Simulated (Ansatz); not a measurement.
# Li3SeF (model cell, started as antiperovskite): phonons and vibrational spectra

Wanted: phonon frequencies of Li3SeF (model cell, started as antiperovskite) and what follows from them.

Main program and level: Ansatz 0.2.0; DFT PBE, scalar-relativistic, plane waves, PAW; PAW set soft_1.

The structure was built from a prototype and need not be the compound's stable phase.

## Step 1: The structure

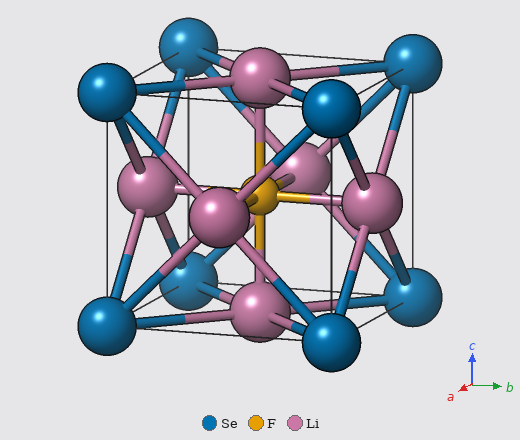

The starting structure, seen slightly off an axis (selenium blue, fluorine orange, lithium pink). Some periodic images of atoms are drawn too.

Structure file:

```cif
data_structure
_symmetry_space_group_name_H-M 'P 1'
_symmetry_Int_Tables_number 1
_cell_length_a 4.2636
_cell_length_b 4.2636
_cell_length_c 4.2636
_cell_angle_alpha 90.000
_cell_angle_beta 90.000
_cell_angle_gamma 90.000
_cell_volume 77.50
loop_
_atom_site_label
_atom_site_type_symbol
_atom_site_fract_x
_atom_site_fract_y
_atom_site_fract_z
_atom_site_occupancy
Se1 Se 0.00000 0.00000 0.00000 1
F2 F 0.50000 0.50000 0.50000 1
Li3 Li 0.50000 0.50000 0.00000 1
Li4 Li 0.50000 0.00000 0.50000 1
Li5 Li 0.00000 0.50000 0.50000 1
```

## Step 2: Relaxation

Harmonic phonons are second derivatives at a point where the forces vanish, and they are wanted at zero stress, so atoms and cell are relaxed first.

Input file input.yaml:

```yaml
crystal:
  lattice:
    - [4.2636, 0.0, 0.0]
    - [0.0, 4.2636, 0.0]
    - [0.0, 0.0, 4.2636]
  atoms:
    - { symbol: Se, position: [0.0, 0.0, 0.0] }
    - { symbol: F, position: [0.5, 0.5, 0.5] }
    - { symbol: Li, position: [0.5, 0.5, 0.0] }
    - { symbol: Li, position: [0.5, 0.0, 0.5] }
    - { symbol: Li, position: [0.0, 0.5, 0.5] }
kpoints:
  mp_grid: { grid: [6, 6, 6] }
hamiltonian:
  xc: pbe
  pseudopotentials: { kind: paw, azcp: { folder: soft_1 } }
scf:
  occupations: { method: gaussian, width: 0.02 }
output:
  forces: true
  stress: true
  eigenvalues: true
relax:
  adjacent_minimum: "off"
  f_tol: 0.005
  max_steps: 80
  cell: { stress_tol: 0.05 }
```

The run is started by

```
ansatz run input.yaml --threads 8 --pin off --max-ram 16384MiB --backend cpu --events-out ev --progress --plain --runs-dir out
```

Numbers of over 12 decimals in the logs are rounded to 6 here.

What it wrote:

```text
Engine: ansatz 0.2.0, aarch64-unknown-linux-gnu
Pseudopotentials: kind: paw
Pseudopotential: Se, paw, valence charge 16, recommended cutoff 420 eV (normal), soft_1/Se.paw.azcp
Pseudopotential: F, paw, valence charge 7, recommended cutoff 420 eV (normal), soft_1/F.paw.azcp
Pseudopotential: Li, paw, valence charge 3, recommended cutoff 420 eV (normal), soft_1/Li.paw.azcp
Functional definition: PBE
  parameter kappa = 0.804
  parameter beta = 0.066725
  exchange = pbe_x(kappa = kappa, mu = beta*pi^2/3)
  correlation = pbe_c(beta = beta)
Crystal: 5 atoms, lattice volume = 77.505 Å³
Basis set: ecut = 420 eV, 1503 PW (Γ), exchange–correlation on 60×60×60 points (8 copies of the dense FFT grid, shifted against one another)
Bands: 21, of which v1, the nominal top of the filled ones, is band 16 counted from 1 (15 counted from 0)
Symmetry: 48 space group operations
Space group: Pm-3m (ITA 221), of the structure as read, at distance tolerance 4.3e-5 Å
k-points: 20 of 216
Non-local potential: Se, projectors of the file, l = 0: 2, l = 1: 2, l = 2: 3, l = 3: 1
Non-local potential: F, projectors of the file, l = 0: 2, l = 1: 2, l = 2: 1
Non-local potential: Li, projectors of the file, l = 0: 3, l = 1: 2, l = 2: 1
PAW form: soft (Blöchl's): semilocal exchange-correlation on the pseudo side does not see the compensation charge
PAW one-centre angular grid: Se, 590 points (default); XC on 64 Gauss nodes
PAW one-centre angular grid: F, 110 points (default); XC on 64 Gauss nodes
PAW one-centre angular grid: Li, 110 points (default); XC on 96 Gauss nodes
Initial density: superposition of atomic densities (chi_scale 0.1, normalization cell, long waves kept (reshape's long-wave potential 0.02 eV rms))
Initial wavefunctions: pseudopotential atomic-orbital guess
Functional: x = pbe(κ = 0.804, μ = 0.219515), c = pbe(β = 0.066725)
SCF iter   1: F=—  HF=-6903.157966 eV  |F-HF|=—  |Δ(HF+E_count)|=         —  Δρ=1.83e-1  dr2=2.63e1  ethr=3.10e-3  ⟨swp⟩=6.2  Hψ=1820  notcnv=0
preconditioner: auto → Resta (q_TF=auto, 2.354 Å⁻¹)  ε∞=4.2  [insulator: Δε(μ)=1.899 eV  Ē_g=8.874 eV  σ=0.020 eV  W_gap=1.00  n_scr=18 (ndim 8)  ℏωp=15.8 eV  f_vac=0.000  D(μ)=0.00/eV (n_scr^D=0)  ε∞_Penn≈4.2]
SCF iter   2: F=—  HF=-6898.998061 eV  |F-HF|=—  |Δ(HF+E_count)|=    4.16e0  Δρ=5.52e-2  dr2=3.86e0  ethr=3.10e-3  ⟨swp⟩=4.2  Hψ=989  notcnv=0  defer=20
SCF iter   3: F=—  HF=-6898.094564 eV  |F-HF|=—  |Δ(HF+E_count)|=   9.03e-1  Δρ=1.75e-2  dr2=6.25e-1  ethr=3.10e-3  ⟨swp⟩=2.5  Hψ=781  notcnv=0  defer=20
SCF iter   4: F=—  HF=-6897.873070 eV  |F-HF|=—  |Δ(HF+E_count)|=   2.21e-1  Δρ=5.21e-3  dr2=3.68e-2  ethr=1.95e-3  ⟨swp⟩=2.5  Hψ=688  notcnv=0  defer=20
SCF iter   5: F=—  HF=-6897.864976 eV  |F-HF|=—  |Δ(HF+E_count)|=   8.09e-3  Δρ=2.35e-3  dr2=3.74e-3  ethr=1.15e-4  ⟨swp⟩=2.0  Hψ=980  notcnv=0  defer=20
SCF iter   6: F=—  HF=-6897.862961 eV  |F-HF|=—  |Δ(HF+E_count)|=   2.02e-3  Δρ=6.27e-4  dr2=2.63e-4  ethr=1.17e-5  ⟨swp⟩=2.0  Hψ=800  notcnv=0  defer=20
SCF iter   7: F=—  HF=-6897.863161 eV  |F-HF|=—  |Δ(HF+E_count)|=   2.00e-4  Δρ=1.25e-4  dr2=2.55e-5  ethr=8.23e-7  ⟨swp⟩=2.0  Hψ=635  notcnv=0  defer=20
SCF iter   8: F=—  HF=-6897.863440 eV  |F-HF|=—  |Δ(HF+E_count)|=   2.79e-4  Δρ=3.90e-5  dr2=8.11e-7  ethr=7.96e-8  ⟨swp⟩=3.0  Hψ=719  notcnv=0  defer=20
SCF iter   9: F=-6897.863440 eV  HF=-6897.863440 eV  |F-HF|=1.07e-8  |Δ(HF+E_count)|=   2.42e-7  Δρ=6.56e-6  dr2=4.82e-8  ethr=3.13e-10  ⟨swp⟩=9.6  Hψ=2258  notcnv=0
SCF 1 converged in 9 iterations: F = -6897.863440 eV  dr2 = 4.82e-8
  greatest PAW one-centre occupation: 1.000 electrons in one spin orbital (limit 2), on the Se atom at site 0 (counted from 0), in its partial waves of l = 2
relax step   1: F+E_penalty+E_count = -6897.86343976 eV  Δ(F+E_penalty+E_count) = +0.000e0 eV  max|allowed force component| = 1.585e-29 eV/Å  Δτ_max = 0.0000 Å  P = -6.206 GPa  Ω = 77.505 Å³  (9 SCF iters, dr2 threshold 1.00e-7 eV, accepted)
Crystal: 5 atoms, lattice volume = 67.929 Å³
Basis set: ecut = 420 eV, 1357 PW (Γ), exchange–correlation on 60×60×60 points (8 copies of the dense FFT grid, shifted against one another)
Initial density: handed on by an earlier stage of this run
Initial wavefunctions: those handed on with the density
iter 1 solved again at ethr=2.41e-4 eV; its pass at ethr=3.10e-3 eV (dr2=7.70e-2 eV) is discarded
SCF iter   1: F=—  HF=-6898.171991 eV  |F-HF|=—  |Δ(HF+E_count)|=         —  Δρ=9.06e-3  dr2=7.69e-2  ethr=2.41e-4  ⟨swp⟩=1.0  Hψ=2347  notcnv=0
preconditioner: auto → Resta (q_TF=auto, 2.407 Å⁻¹)  ε∞=3.4  [insulator: Δε(μ)=3.438 eV  Ē_g=10.881 eV  σ=0.020 eV  W_gap=1.00  n_scr=18 (ndim 8)  ℏωp=16.9 eV  f_vac=0.000  D(μ)=0.00/eV (n_scr^D=0)  ε∞_Penn≈3.4]
SCF iter   2: F=—  HF=-6898.146873 eV  |F-HF|=—  |Δ(HF+E_count)|=   2.51e-2  Δρ=5.14e-3  dr2=9.30e-3  ethr=2.40e-4  ⟨swp⟩=2.0  Hψ=676  notcnv=0
SCF iter   3: F=—  HF=-6898.143482 eV  |F-HF|=—  |Δ(HF+E_count)|=   3.39e-3  Δρ=1.95e-3  dr2=2.97e-3  ethr=2.91e-5  ⟨swp⟩=2.0  Hψ=789  notcnv=0  defer=19
SCF iter   4: F=—  HF=-6898.142146 eV  |F-HF|=—  |Δ(HF+E_count)|=   1.34e-3  Δρ=3.92e-4  dr2=1.13e-4  ethr=9.27e-6  ⟨swp⟩=2.0  Hψ=598  notcnv=0  defer=19
SCF iter   5: F=—  HF=-6898.142314 eV  |F-HF|=—  |Δ(HF+E_count)|=   1.68e-4  Δρ=1.31e-4  dr2=9.83e-6  ethr=3.54e-7  ⟨swp⟩=2.0  Hψ=720  notcnv=0  defer=19
SCF iter   6: F=—  HF=-6898.142305 eV  |F-HF|=—  |Δ(HF+E_count)|=   9.80e-6  Δρ=5.17e-5  dr2=1.27e-6  ethr=3.07e-8  ⟨swp⟩=2.0  Hψ=720  notcnv=0  defer=19
SCF iter   7: F=-6898.142305 eV  HF=-6898.142305 eV  |F-HF|=8.20e-8  |Δ(HF+E_count)|=   8.27e-7  Δρ=7.48e-6  dr2=2.96e-8  ethr=1.56e-9  ⟨swp⟩=7.3  Hψ=1836  notcnv=0
SCF 2 converged in 7 iterations: F = -6898.142305 eV  dr2 = 2.96e-8
relax step   2: F+E_penalty+E_count = -6898.14230532 eV  Δ(F+E_penalty+E_count) = -2.789e-1 eV  max|allowed force component| = 2.076e-29 eV/Å  Δτ_max = 0.0000 Å  P = -2.522 GPa  Ω = 67.929 Å³  energy of the carried Pulay correction = +5.285e-3 eV  (7 SCF iters, dr2 threshold 5.00e-7 eV, accepted)
Crystal: 5 atoms, lattice volume = 62.643 Å³
Basis set: ecut = 420 eV, 1237 PW (Γ), exchange–correlation on 60×60×60 points (8 copies of the dense FFT grid, shifted against one another)
iter 1 solved again at ethr=7.81e-5 eV; its pass at ethr=3.10e-3 eV (dr2=2.50e-2 eV) is discarded
SCF iter   1: F=—  HF=-6898.185072 eV  |F-HF|=—  |Δ(HF+E_count)|=         —  Δρ=5.16e-3  dr2=2.49e-2  ethr=7.81e-5  ⟨swp⟩=1.0  Hψ=2276  notcnv=0
preconditioner: auto → Resta (q_TF=auto, 2.439 Å⁻¹)  ε∞=3.4  [insulator: Δε(μ)=3.928 eV  Ē_g=11.405 eV  σ=0.020 eV  W_gap=1.00  n_scr=18 (ndim 8)  ℏωp=17.6 eV  f_vac=0.000  D(μ)=0.00/eV (n_scr^D=0)  ε∞_Penn≈3.4]
SCF iter   2: F=—  HF=-6898.176539 eV  |F-HF|=—  |Δ(HF+E_count)|=   8.53e-3  Δρ=2.97e-3  dr2=3.40e-3  ethr=7.78e-5  ⟨swp⟩=2.0  Hψ=664  notcnv=0
SCF iter   3: F=—  HF=-6898.175204 eV  |F-HF|=—  |Δ(HF+E_count)|=   1.33e-3  Δρ=1.07e-3  dr2=9.73e-4  ethr=1.06e-5  ⟨swp⟩=2.0  Hψ=708  notcnv=0  defer=8
SCF iter   4: F=—  HF=-6898.174783 eV  |F-HF|=—  |Δ(HF+E_count)|=   4.21e-4  Δρ=2.66e-4  dr2=4.51e-5  ethr=3.04e-6  ⟨swp⟩=2.0  Hψ=614  notcnv=0  defer=8
SCF iter   5: F=—  HF=-6898.174870 eV  |F-HF|=—  |Δ(HF+E_count)|=   8.71e-5  Δρ=9.68e-5  dr2=4.57e-6  ethr=1.41e-7  ⟨swp⟩=2.0  Hψ=794  notcnv=0  defer=9
SCF iter   6: F=-6898.174865 eV  HF=-6898.174865 eV  |F-HF|=7.84e-8  |Δ(HF+E_count)|=   5.07e-6  Δρ=3.48e-5  dr2=4.88e-7  ethr=1.56e-9  ⟨swp⟩=5.0  Hψ=1879  notcnv=0
SCF 3 converged in 6 iterations: F = -6898.174865 eV  dr2 = 4.88e-7
relax step   3: F+E_penalty+E_count = -6898.17486472 eV  Δ(F+E_penalty+E_count) = -3.256e-2 eV  max|allowed force component| = 8.868e-30 eV/Å  Δτ_max = 0.0000 Å  P = +0.982 GPa  Ω = 62.643 Å³  energy of the carried Pulay correction = +8.514e-3 eV  (6 SCF iters, dr2 threshold 5.00e-7 eV, accepted)
[...]
relax step   4: F+E_penalty+E_count = -6898.17780308 eV  Δ(F+E_penalty+E_count) = -2.938e-3 eV  max|allowed force component| = 9.522e-30 eV/Å  Δτ_max = 0.0000 Å  P = -0.087 GPa  Ω = 64.040 Å³  energy of the carried Pulay correction = +7.637e-3 eV  (5 SCF iters, dr2 threshold 5.00e-7 eV, accepted)
[...]
relax step   5: F+E_penalty+E_count = -6898.17790808 eV  Δ(F+E_penalty+E_count) = -1.050e-4 eV  max|allowed force component| = 4.178e-30 eV/Å  Δτ_max = 0.0000 Å  P = -0.003 GPa  Ω = 63.924 Å³  energy of the carried Pulay correction = +7.709e-3 eV  (5 SCF iters, dr2 threshold 1.90e-8 eV, accepted)
[...]
relax step   6: F+E_penalty+E_count = -6898.17534903 eV  Δ(F+E_penalty+E_count) = +2.559e-3 eV  max|allowed force component| = 2.769e-30 eV/Å  Δτ_max = 0.0000 Å  P = -0.093 GPa  Ω = 63.924 Å³  stress off target by 9.34e-2 GPa  SCF on the basis re-selected at this cell (its energy is not comparable with the rows above)  (6 SCF iters)
[...]
relax step   7: F+E_penalty+E_count = -6898.17546647 eV  Δ(F+E_penalty+E_count) = -1.174e-4 eV  max|allowed force component| = 1.388e-29 eV/Å  Δτ_max = 0.0000 Å  P = +0.000 GPa  Ω = 63.799 Å³  energy of the carried Pulay correction = +8.119e-5 eV  (4 SCF iters, dr2 threshold 2.18e-8 eV, accepted)
iter 1 solved again at ethr=9.10e-8 eV; its pass at ethr=3.10e-3 eV (dr2=2.91e-5 eV) is discarded
SCF iter   1: F=—  HF=-6898.175594 eV  |F-HF|=—  |Δ(HF+E_count)|=         —  Δρ=2.49e-5  dr2=2.23e-7  ethr=9.10e-8  ⟨swp⟩=2.6  Hψ=2722  notcnv=0
preconditioner: auto → Resta (q_TF=auto, 2.432 Å⁻¹)  ε∞=3.3  [insulator: Δε(μ)=3.747 eV  Ē_g=11.379 eV  σ=0.020 eV  W_gap=1.00  n_scr=18 (ndim 8)  ℏωp=17.4 eV  f_vac=0.000  D(μ)=0.00/eV (n_scr^D=0)  ε∞_Penn≈3.3]
SCF iter   2: F=—  HF=-6898.175417 eV  |F-HF|=—  |Δ(HF+E_count)|=   1.77e-4  Δρ=2.70e-5  dr2=2.54e-7  ethr=6.97e-10  ⟨swp⟩=2.5  Hψ=791  notcnv=0
SCF iter   3: F=—  HF=-6898.175417 eV  |F-HF|=—  |Δ(HF+E_count)|=   5.43e-8  Δρ=1.17e-5  dr2=4.89e-8  ethr=6.97e-10  ⟨swp⟩=2.0  Hψ=488  notcnv=0
SCF iter   4: F=—  HF=-6898.175417 eV  |F-HF|=—  |Δ(HF+E_count)|=   1.60e-9  Δρ=1.98e-6  dr2=1.53e-9  ethr=1.53e-10  ⟨swp⟩=2.0  Hψ=545  notcnv=0
SCF iter   5: F=—  HF=-6898.175417 eV  |F-HF|=—  |Δ(HF+E_count)|=  7.91e-11  Δρ=1.64e-6  dr2=9.30e-10  ethr=4.79e-12  ⟨swp⟩=2.8  Hψ=644  notcnv=0
SCF iter   6: F=—  HF=-6898.175417 eV  |F-HF|=—  |Δ(HF+E_count)|=  9.09e-13  Δρ=8.95e-7  dr2=2.77e-10  ethr=2.91e-12  ⟨swp⟩=1.9  Hψ=464  notcnv=0
SCF iter   7: F=—  HF=-6898.175417 eV  |F-HF|=—  |Δ(HF+E_count)|=  3.55e-11  Δρ=5.54e-7  dr2=1.06e-10  ethr=1.00e-12  ⟨swp⟩=1.2  Hψ=426  notcnv=0
SCF iter   8: F=-6898.175417 eV  HF=-6898.175417 eV  |F-HF|=7.28e-12  |Δ(HF+E_count)|=  2.82e-11  Δρ=2.13e-7  dr2=1.58e-11  ethr=1.00e-12  ⟨swp⟩=4.0  Hψ=1229  notcnv=0
SCF 8 converged in 8 iterations: F = -6898.175417 eV  dr2 = 1.58e-11
relax step   8: F+E_penalty+E_count = -6898.17541651 eV  Δ(F+E_penalty+E_count) = +4.996e-5 eV  max|allowed force component| = 2.125e-29 eV/Å  Δτ_max = 0.0000 Å  P = -0.002 GPa  Ω = 63.799 Å³  stress off target by 2.01e-3 GPa  SCF on the basis re-selected at this cell (its energy is not comparable with the rows above)  (8 SCF iters)
basis re-selected at this cell: Δ(F+E_penalty+E_count) = +4.996e-5 eV, ΔP = -0.002 GPa vs the last step (what re-selecting the basis moved, of the pressure what is left beyond the Pulay correction that the steps carried, after the strain that the cell walked since its last selection, with what the two solves' SCF thresholds leave and, on support functions, any second-order correction that the steps lacked; it is no m [...]
SCF converged after 8 iterations
Free energy (F): -6898.175417 eV
Harris-Foulkes:  -6898.175417 eV  (|F-HF|=7.28e-12)
Internal energy: -6898.175417 eV  (E = F + TS)
E sigma→0 (E₀):  -6898.175417 eV
Fermi energy:    6.883987 eV
--- Per-component energies (eV) ---
  E_band       = -687.148461
  E_kinetic    = 360.902023
  E_local      = -3683.349497  (includes V_loc(G=0)·N_el)
  E_nonlocal   = -326.261496
  E_hartree    = 1751.535924
  E_xc         = -191.642027
  E_vxc        = -227.366465  (∫ρ·V_xc dr)
  E_paw        = -2407.640167  (= ΣΔE_a)
  E_vpaw       = -314.146058  (= ΣTr[D̂ρ^β])
  E_aug_tail   = 0.001286  (compensation charges beyond the density's cutoff)
  E_ewald      = -2401.721462
  E_smearing   = -0.000000  (= −TS)
  E_closure    = 0.000000  (closes the sum)
  Σ components = -6898.175417   (vs F -6898.175417, Δ=0.00e0)
--- Forces (eV/Å), atoms counted from 1 ---
  atom   1  Se    -0.00000000    -0.00000000     0.00000000
  atom   2  F     -0.00000000    -0.00000000     0.00000000
  atom   3  Li     0.00000000     0.00000000    -0.00000000
  atom   4  Li     0.00000000     0.00000000    -0.00000000
  atom   5  Li    -0.00000000     0.00000000     0.00000000
  max |Σ_I F_I| component: 2.00e-29 eV/Å
--- Stress (GPa, compression-positive) ---
       -0.002011       0.000000      -0.000000
        0.000000      -0.002011      -0.000000
       -0.000000       0.000000      -0.002011
  P = ⅓ Tr σ = -0.0020 GPa (-0.020 kbar)
--- Band table (eV; the first three rows and the last of 20) ---
  k-point 0: bands = [... 12 lower, -1.1354, 4.3530, 4.3530, 4.3530, 8.7571, 10.6120, 10.6120, 14.9604, ... 1 higher]
  k-point 1: bands = [... 12 lower, -1.0502, 3.6533, 4.3870, 4.3870, 9.1618, 10.4812, 11.5977, 13.5418, ... 1 higher]
  k-point 2: bands = [... 12 lower, -0.8512, 2.5980, 4.4588, 4.4588, 9.6654, 10.2456, 12.1380, 12.1380, ... 1 higher]
  k-point 19: bands = [... 12 lower, -0.8046, 2.3100, 2.3100, 2.3100, 11.1846, 11.1846, 11.1846, 11.7203, ... 1 higher]
--- Relaxed structure (6 steps of the walk, 6 accepted, 2 SCFs on fresh bases) ---
  F+E_penalty+E_count = -6898.17541651 eV   max|allowed force component| = 2.125e-29 eV/Å   (the final SCF, on the basis selected at the relaxed cell)
  cell:  # Å, volume = 63.7993 Å³
    - [3.995814, 0, 0]
    - [0, 3.995814, 0]
    - [0, 0, 3.995814]
  atoms:
    - { symbol: Se, position: [0, 0, 0] }
    - { symbol: F, position: [0.500000, 0.500000, 0.500000] }
    - { symbol: Li, position: [0.500000, 0.500000, 0] }
    - { symbol: Li, position: [0.500000, 0, 0.500000] }
    - { symbol: Li, position: [0, 0.500000, 0.500000] }
```

Run time: 3.8 s. Hardware: 8 threads of Arm Neoverse V1, shared host; peak memory 0.43 GiB.

Step by step:

```
step  energy less that of the first step (eV)  largest force component (eV/Å)  pressure (GPa)  volume (Å³)
   1                                   0.0000                          0.0000           -6.21        77.50
   2                                  -0.2789                          0.0000           -2.52        67.93
   3                                  -0.3114                          0.0000            0.98        62.64
   4                                  -0.3144                          0.0000           -0.09        64.04
   5                                  -0.3145                          0.0000            0.00        63.92
  6*                                  -0.3119                          0.0000           -0.09        63.92
   7                                  -0.3120                          0.0000            0.00        63.80
  8*                                  -0.3120                          0.0000            0.00        63.80
```

Relaxation steps marked * repeat the geometry before them on a plane-wave basis chosen anew for their cell, so energy and pressure can jump there.

Forces are held to the 48 operations that the run works with; a distortion that breaks them can't arise in this run.

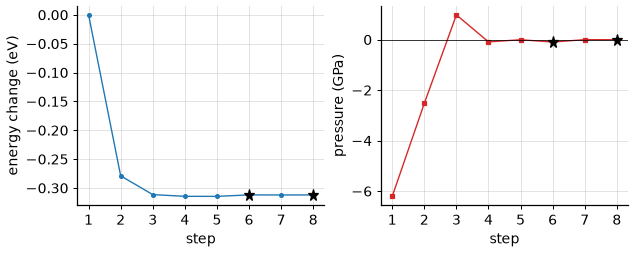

Energy and pressure along the relaxation. Stars mark steps on a basis chosen anew.

```
conventional cell, symmetrised  before  after   change
                         a (Å)   4.264  3.996   -6.3 %
                         b (Å)   4.264  3.996   -6.3 %
                         c (Å)   4.264  3.996   -6.3 %
              volume (Å³/atom)   15.50  12.76  -17.7 %
```

Final coordinates:

```cif
data_structure
_symmetry_space_group_name_H-M 'P 1'
_symmetry_Int_Tables_number 1
_cell_length_a 3.9958
_cell_length_b 3.9958
_cell_length_c 3.9958
_cell_angle_alpha 90.000
_cell_angle_beta 90.000
_cell_angle_gamma 90.000
_cell_volume 63.80
loop_
_atom_site_label
_atom_site_type_symbol
_atom_site_fract_x
_atom_site_fract_y
_atom_site_fract_z
_atom_site_occupancy
Se1 Se 0.00000 0.00000 0.00000 1
F2 F 0.50000 0.50000 0.50000 1
Li3 Li 0.50000 0.50000 0.00000 1
Li4 Li 0.50000 0.00000 0.50000 1
Li5 Li 0.00000 0.50000 0.50000 1
```

This step gave:

- pressure: -0.002011 GPa
- gap on the k-mesh: 3.746 eV
- volume per atom: 12.76 Å³
- direct gap on mesh: 4.059 eV

In this step the volume went from 15.50 to 12.76 Å³/atom.

## Step 3: Relaxation

The relaxation is repeated from its end on the same settings, as a check that it has come to rest.

input.yaml, as its differences from that of step 2:

```diff
@@ -2,5 +2,5 @@
   lattice:
-    - [4.2636, 0.0, 0.0]
-    - [0.0, 4.2636, 0.0]
-    - [0.0, 0.0, 4.2636]
+    - [3.9958142153, 0.0, 0.0]
+    - [0.0, 3.9958142153, 0.0]
+    - [0.0, 0.0, 3.9958142153]
   atoms:
@@ -22,2 +22,6 @@
   eigenvalues: true
+  write_density: true
+  write_potential: true
+  elf: true
+  volumetric_format: npy
 relax:
```

What it wrote:

```text
[...]
Crystal: 5 atoms, lattice volume = 63.799 Å³
Basis set: ecut = 420 eV, 1237 PW (Γ), exchange–correlation on 54×54×54 points (8 copies of the dense FFT grid, shifted against one another)
Bands: 21, of which v1, the nominal top of the filled ones, is band 16 counted from 1 (15 counted from 0)
Symmetry: 48 space group operations
[...]
k-points: 20 of 216
[...]
cell:  # Å, volume = 63.7993 Å³
    - [3.9958142153, 0.0, 0.0]
    - [0.0, 3.9958142153, 0.0]
    - [0.0, 0.0, 3.9958142153]
  atoms:
    - { symbol: Se, position: [0.0, 0.0, 0.0] }
    - { symbol: F, position: [0.500000, 0.500000, 0.500000] }
    - { symbol: Li, position: [0.500000, 0.500000, 0.0] }
    - { symbol: Li, position: [0.500000, 0.0, 0.500000] }
    - { symbol: Li, position: [0.0, 0.500000, 0.500000] }
[key lines of the parts left out:]
SCF converged after 7 iterations
Free energy (F): -6898.175417 eV
Fermi energy:    6.883987 eV
P = ⅓ Tr σ = -0.0020 GPa (-0.020 kbar)
```

The job ended after 1.1 s (8 threads; peak memory 0.4 GiB; 6.4 s of CPU time).

Little changed from the start: no atom moved by 0.005 Å and no cell edge by 0.1 %.

This step gave:

* pressure: -0.002017 GPa

In this step the volume went from 12.76 to 12.76 Å³/atom.

(Continued in part 2 of 3.)

[Logs are printed without paths, hosts, clocks, repeated set-up lines and the standing remarks that a program may print on its own settings, such as how far it seeks lower states.]

[Hosts, paths, dates, database ids (printed as entryN), source tags and the programs' standing remarks are cut or masked in the printed files.]
